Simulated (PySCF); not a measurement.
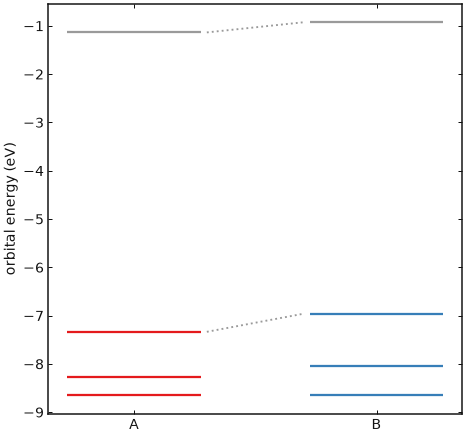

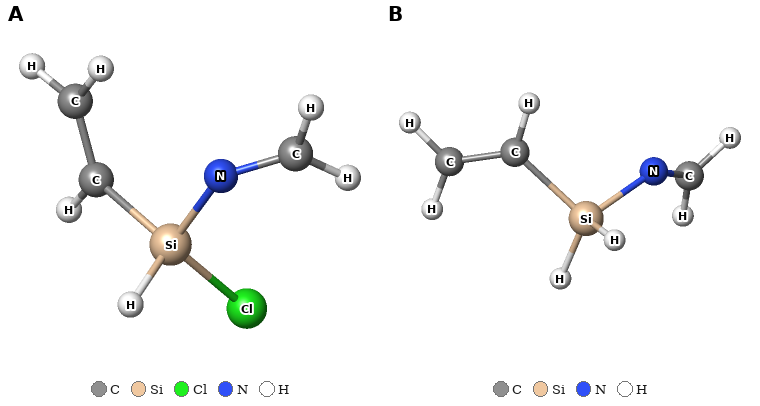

Related molecules: A is C₃H₆ClNSi, SMILES C=C[Si@@H](Cl)N=C; B is C₃H₇NSi, SMILES C=C[SiH2]N=C. Frontier orbital energies, PBE0/def2-SVPD, PySCF, at a GFN2-xTB geometry (no frequency check); drawn are at most three filled levels and, in grey, the LUMO with any level within 0.03 eV of it; dotted lines join the HOMOs and the LUMOs.

What does the change do to the frontier levels?

From A to B the HOMO rises by 0.38 eV and the LUMO rises by 0.21 eV, so the separation goes from 6.20 to 6.03 eV.

Caveats, for all or some of the runs: one conformer of a flexible molecule; the tight-binding geometry is rougher than a DFT one and adds to the error.
